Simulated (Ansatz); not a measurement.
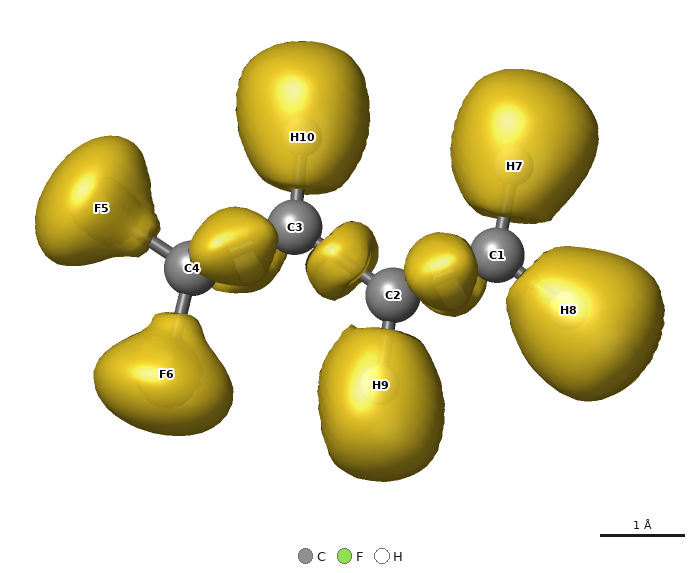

C₄H₄F₂. Isosurface of the electron localisation function at 0.75 (yellow), seen across its widest extent. Only the valence region is drawn (cores and ρ < 0.01 e/Å³ removed).

Geometry: PBE0-D3(BJ)/def2-SVP.

Level of theory: isolated molecule in a Gaussian basis; Kohn-Sham density functional theory, functional PBE0 in Ansatz 0.2.0.

```xyz
10

C     0.1304    1.5288    1.3671
C    -0.0050    1.1439    0.0906
C    -1.0913    0.3195   -0.4021
C    -1.2137   -0.0561   -1.6768
F    -2.1849   -0.7992   -2.1430
F    -0.3808    0.2658   -2.6367
H    -0.5926    1.2342    2.1335
H     0.9699    2.1510    1.6837
H     0.7408    1.4603   -0.6463
H    -1.8672   -0.0289    0.2825
```

Q: Describe the localisation domains.

A: The ELF exceeds this value in three regions between bonded C–C atoms (shared pairs), four regions around hydrogen nuclei and two regions on F in which the atom's valence shell and bonds are merged. Profiles from the grid: C–F (1.31 Å): the ELF peaks at about 0.85 between the atoms, as expected for a polar covalent bond. C–C (1.33 Å): the ELF peaks at about 0.95 between the atoms: a multiple bond.
